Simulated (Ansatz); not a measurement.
System (SMILES): C#N (CH-N).
Atoms: C1, N2, H3. Bonds: C1-N2, C1-H3.

Basis-set convergence of the optimised C1-N2 bond length at CCSD(T) with Ansatz (an electronic-structure program). The reference of a correlated method is not its basis-set limit, which lies further on. All functions are spherical. Cores are frozen. No added dispersion term, no relativity. Reference: the value in def2-QZVPP, 1.1565 Å. Deviations are taken from unrounded values. Cost is core time over that of 6-311++G(2d,2p), rough, on shared machines of one kind; a dash marks a row that isn't timed (too short, read off another run, short of memory, by another algorithm or on other hardware). It counts the whole optimisation.

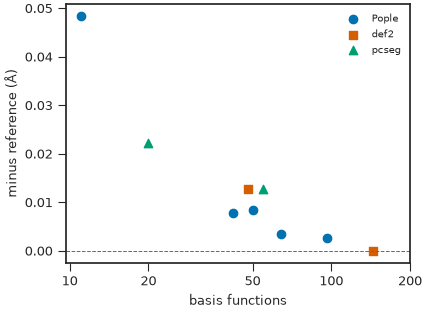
*Deviation from the reference against the number of basis functions, by family of sets.*

| basis | functions | optimised C1-N2 bond length (Å) | minus reference (Å) | cost |
|---|---|---|---|---|
| STO-3G | 11 | 1.2049 | 0.0484 | - |
| pcseg-0 | 20 | 1.1787 | 0.0222 | - |
| 6-311G** | 42 | 1.1643 | 0.0078 | - |
| def2-SVPD | 48 | 1.1693 | 0.0128 | - |
| 6-311+G** | 50 | 1.1649 | 0.0084 | - |
| aug-pcseg-1 | 55 | 1.1692 | 0.0127 | 0.6× |
| 6-311++G(2d,2p) | 64 | 1.1601 | 0.0036 | 1× |
| 6-311++G(3df,3pd) | 96 | 1.1592 | 0.0027 | 4× |
| def2-QZVPP | 144 | 1.1565 | 0.0000 | 20× |
